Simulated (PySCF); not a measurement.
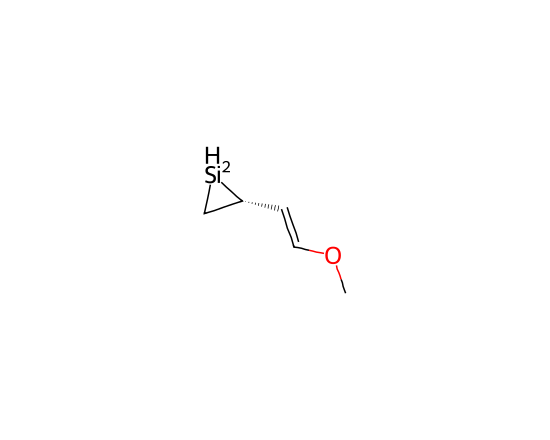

Computed geometry: PBE0-D3(BJ)/def2-SVP optimisation. No frequency run is at hand to confirm it as a minimum. Program: PySCF 2.14.0.

Tabulate dipole (D), HOMO energy (eV), HOMO–LUMO gap (eV) at these levels: BHandHLYP/aug-pcX-1 (pcseg-1 on H) (def2-SVPD on Si); CAM-B3LYP/pcSseg-1; PBE0/pcSseg-1; PBE0/pcSseg-1 in tetrahydrofuran (IEF-PCM); PBE0/pcSseg-1 in water (IEF-PCM); ωB97X-D/def2-SVPD; ωB97X-D/def2-SVPD in tetrahydrofuran (IEF-PCM).

| level | dipole (D) | HOMO energy (eV) | HOMO–LUMO gap (eV) |
| --- | --- | --- | --- |
| BHandHLYP/aug-pcX-1 (pcseg-1 on H) (def2-SVPD on Si) | 1.18 | −6.69 | 7.17 |
| CAM-B3LYP/pcSseg-1 | 1.21 | −6.98 | 8.23 |
| PBE0/pcSseg-1 | 1.12 | −5.76 | 5.97 |
| PBE0/pcSseg-1 in tetrahydrofuran (IEF-PCM) | 1.38 | −5.78 | 6.00 |
| PBE0/pcSseg-1 in water (IEF-PCM) | 1.46 | −5.79 | 6.02 |
| ωB97X-D/def2-SVPD | 1.13 | −7.56 | 9.29 |
| ωB97X-D/def2-SVPD in tetrahydrofuran (IEF-PCM) | 1.46 | −7.57 | 9.34 |
